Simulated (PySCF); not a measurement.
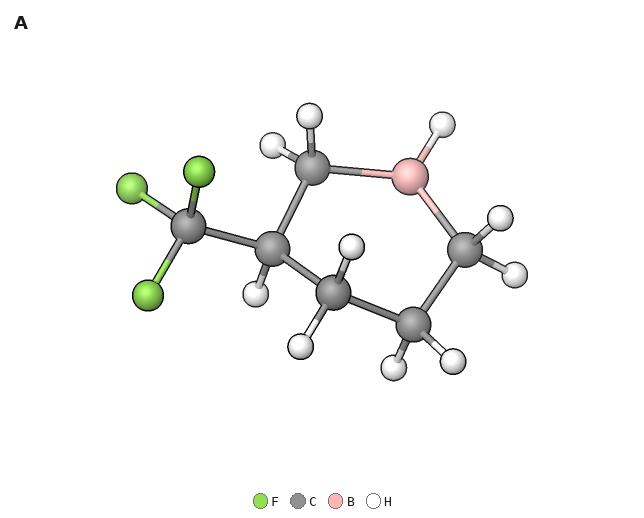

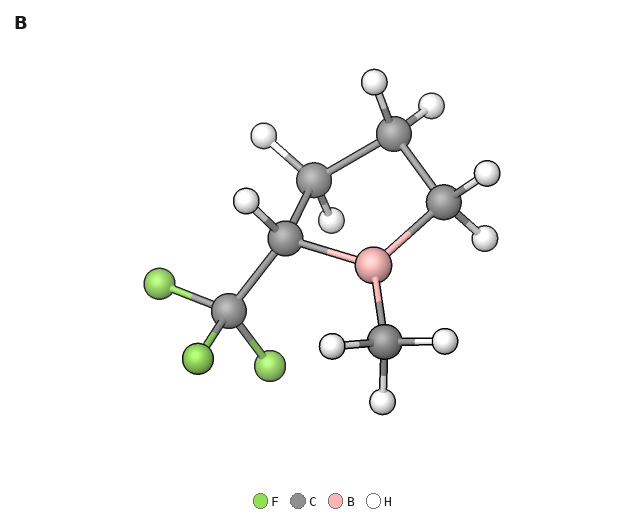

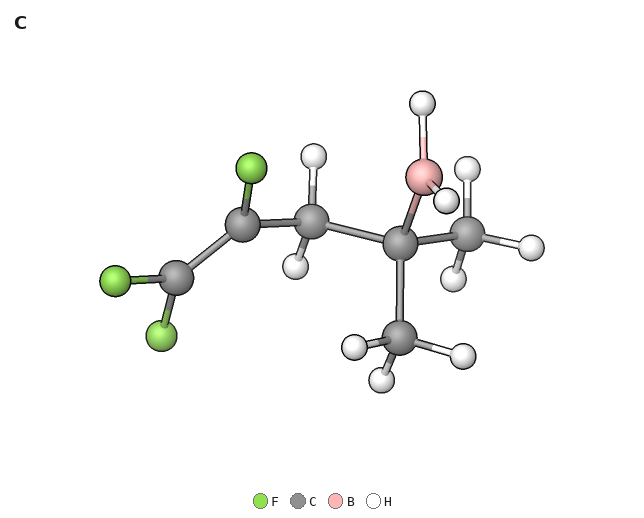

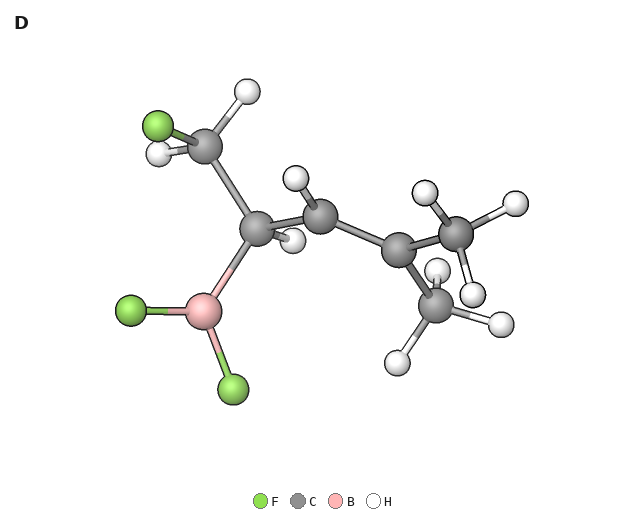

4 stationary structures of one formula. Geometries: GFN2-xTB. Electronic energies: PBE0/pcSseg-1 (PySCF 2.14.0), without zero-point energy. No frequency run is at hand to confirm each as a minimum. Each is one conformer, not always the lowest.

Which structure is the most stable?

D is lowest; B lies 178.9 kJ/mol above it, A lies 214.6 kJ/mol above it, C lies 467.1 kJ/mol above it. A is `FC(F)(F)[C@H]1CBCCC1`, B is `CB1CCC[C@H]1C(F)(F)F`, C is `BC(C)(C)CC(F)=C(F)F`, D is `CC(C)=C[C@H](CF)B(F)F`.

The geometry is semi-empirical. Around B such bond lengths and angles can be off by a tenth of an ångström or more and by several degrees, and values that hang on the shape move with them.
